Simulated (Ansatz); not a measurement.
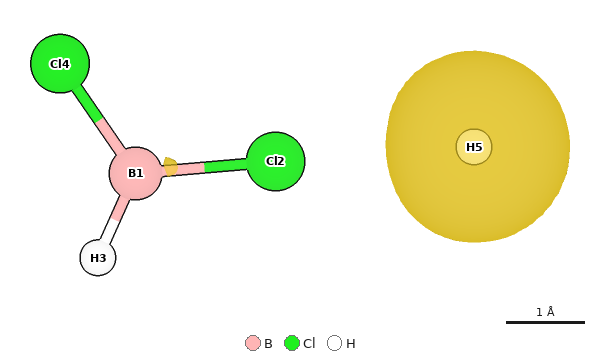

BCl$_{2}$H···H (doublet). Isosurface of the spin density at +0.02 e/Å³ (yellow), seen across its widest extent.

Not at a stationary point (largest force 1.4 eV/Å).

Level of theory: UKS B3LYP-D4/def2-SVP in Ansatz 0.2.0.

```xyz
5

B    -0.0343    0.0000   -0.0824
Cl   -0.0275    0.0000    1.7357
H     1.0141    0.0000   -0.6586
Cl   -1.5451    0.0000   -0.9402
H     0.0125    0.0000    4.3105
```

Q: Where is the unpaired spin?

A: The unpaired spin (1 electron) lies mostly on H5 (about 0.9), in electrons by Hirshfeld's partition.
